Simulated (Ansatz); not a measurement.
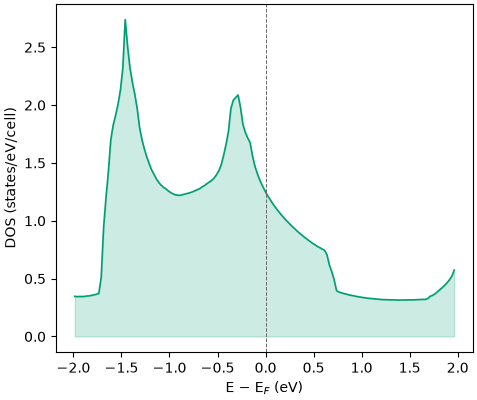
Fig. 1. Density of states of Ta (Im-3m) near the Fermi level, PBEsol, rigid bands in Ansatz (a program for electronic structure).

Question: With 1 atom a cell, what bare Sommerfeld coefficient γ = (π²/3) k_B² N(E_F) follows?

Answer: N(E_F) ≈ 1.26 states/eV a cell at 300 K, so γ ≈ 3.0 mJ/(mol of atoms·K²), before electron-phonon enhancement.

Question: How far does the Fermi level move in a rigid band for 0.1 electron a cell added or removed?

Answer: 84 meV and -76 meV.

A metal at this level (no band gap); rigid bands, thermally averaged at 300 K, both spins. Spin-orbit coupling is left out, which matters with elements this heavy. Geometry: cell and atoms relaxed with PBEsol.
